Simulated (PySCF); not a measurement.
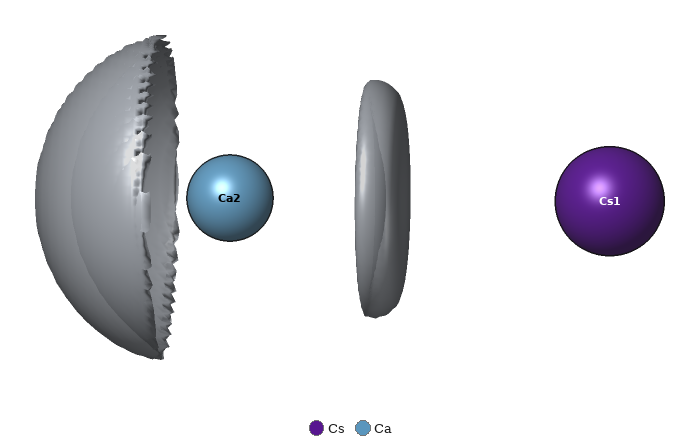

CsCa (doublet). Isosurface of the electron localisation function at 0.85 (grey), seen from one side. Core shells and regions of very low density are left out.

Core potentials replace the inner electrons of Cs.

Level of theory: PBE0/def2-SVPD, non-relativistic Hamiltonian with scalar-relativistic core potentials where named, at a bond length of 4.718 Å (PySCF).

```yaml
atoms:
  - { symbol: Cs, position_ang: [0.0000, 0.0000, -1.0907] }
  - { symbol: Ca, position_ang: [0.0000, 0.0000, 3.6273] }
```

**Identify the bonds, lone pairs and shells in this picture.**

The ELF exceeds this value in one lobe of the valence shell of Ca pointing towards Cs (polar bonds) and one region wrapped around Ca (its valence shell). Along the contacts the grid gives the following.
